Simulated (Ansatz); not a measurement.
# OF (Oxygen monofluoride) at U-r2SCAN0/STO-3G

Aim: the vertical doublet–quartet gap of OF (Oxygen monofluoride) at U-r2SCAN0/STO-3G, from 2 runs. 

The calculation is run with Ansatz 0.2.0.

48 further runs of the same task are left out: 7 that didn't finish, 41 set aside as unsound or not needed.

**1. The system as given**

OF: 2 atoms, total charge 0, spin state doublet. As SMILES, `[O]F`. The coordinates come from a PBE0-D4/def2-TZVP relaxation.

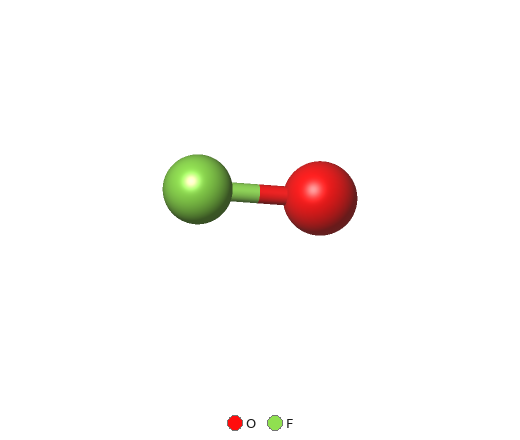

Viewed from a chosen angle; oxygen red, fluorine green.

**2. A single-point energy at U-r2SCAN0/STO-3G**

Input file molecule.yaml:

```yaml
crystal:
  periodic: [false, false, false]
  atoms:
    - symbol: O
      position_ang: [0.000000, 0.000000, -0.015950]
    - symbol: F
      position_ang: [-0.000000, -0.000000, 1.314400]
basis:
  gaussian: {orbitals: STO-3G}
magnetization: {spin_polarized: true, initial_magnetization: 1}
hamiltonian: {xc: {name: r2SCAN0}}
accuracy: high
```

Started as:

```console
$ ansatz run molecule.yaml --threads 1 --pin off --max-ram 3480MiB --events-out events.jsonl --progress --plain --runs-dir runs
```

What it wrote:

```text
Warning: RAYON_NUM_THREADS=1 ignored (pool sized by the plan → 1); use --threads N
Functional definition: r2SCAN0
  name "r2SCAN0"
  parameter a = 0.25
  parameter k0 = 0.174
  parameter k1 = 0.065
  parameter a1 = 4.9479
  exchange = (1 - a)*r2scan_x(k0 = k0, k1 = k1, a1 = a1) + a*exact_x
  correlation = r2scan_c
149 factors; integrals over basis functions are off by at most 3.2e-8 eV
mean field evaluation 1: about -4690.1718 eV, gradient 1.1e1 eV
mean field evaluation 2: about -4689.8604 eV, gradient 1.4e1 eV
mean field evaluation 4: about -4691.1728 eV, gradient 6.4e-1 eV
mean field evaluation 8: about -4691.1729 eV, gradient 1.1e-2 eV
mean field evaluation 16: about -4691.1729 eV, gradient 3.9e-8 eV
mean field -4691.17286459 eV, -172.3974229824 hartree, gradient 3.9e-8 eV, S^2 0.751117; 0 other end points of the search recorded, 0 dependent functions left out
reference -4691.17286466 eV, -172.3974229852 hartree; 9, 8 occupied and 1, 2 virtual orbitals, 149 factors
Total energy: -4691.17286466 eV, -172.3974229852 hartree
```

Wall time 0.74 s (1 thread of Intel Xeon 6975P-C (Granite Rapids), shared host); peak memory 0.15 GiB.

**3. The quartet**

Input file input.yaml:

```yaml
crystal:
  periodic: [false, false, false]
  atoms:
    - {symbol: O, position_ang: [0.000000, 0.000000, -0.015950]}
    - {symbol: F, position_ang: [-0.000000, -0.000000, 1.314400]}
basis:
  gaussian:
    orbitals: STO-3G
accuracy: high
hamiltonian:
  xc: {name: r2SCAN0}
magnetization:
  spin_polarized: true
  initial_magnetization: 3
```

Started as:

```console
$ ansatz run input.yaml --threads 1 --pin off --max-ram 3480MiB --events-out events.jsonl --progress --plain --runs-dir runs
```

What it wrote:

```text
Warning: RAYON_NUM_THREADS=1 ignored (pool sized by the plan → 1); use --threads N
Functional definition: r2SCAN0
  name "r2SCAN0"
  parameter a = 0.25
  parameter k0 = 0.174
  parameter k1 = 0.065
  parameter a1 = 4.9479
  exchange = (1 - a)*r2scan_x(k0 = k0, k1 = k1, a1 = a1) + a*exact_x
  correlation = r2scan_c
149 factors; integrals over basis functions are off by at most 3.2e-8 eV
mean field evaluation 1: about -4684.9921 eV, gradient 1.2e1 eV
mean field evaluation 2: about -4683.8932 eV, gradient 1.5e1 eV
mean field evaluation 4: about -4686.0487 eV, gradient 7.5e-1 eV
mean field evaluation 8: about -4686.1163 eV, gradient 3.7e-3 eV
mean field evaluation 16: about -4686.1163 eV, gradient 1.2e-9 eV
mean field -4686.11632287 eV, -172.2115985018 hartree, gradient 1.0e-9 eV, S^2 3.750000; 0 other end points of the search recorded, 0 dependent functions left out
reference -4686.11632295 eV, -172.2115985046 hartree; 10, 7 occupied and 0, 3 virtual orbitals, 149 factors
Total energy: -4686.11632295 eV, -172.2115985046 hartree
```

It took 0.81 s on 1 thread of Intel Xeon 6975P-C (Granite Rapids), shared host; peak memory 0.15 GiB.

**4. What came out**

Level: U-r2SCAN0/STO-3G.

| quantity | value |
| --- | --- |
| doublet: total energy | -172.39742 Eh |
| doublet: ⟨S²⟩ | 0.751 |
| quartet: total energy | -172.21160 Eh |
| quartet: ⟨S²⟩ | 3.750 |
| vertical energy of the quartet above the doublet | 5.057 eV |

In words: At this shape the quartet lies 5.06 eV (117 kcal/mol) above the doublet. In a minimal basis such a difference can be off by several eV, whatever the method.
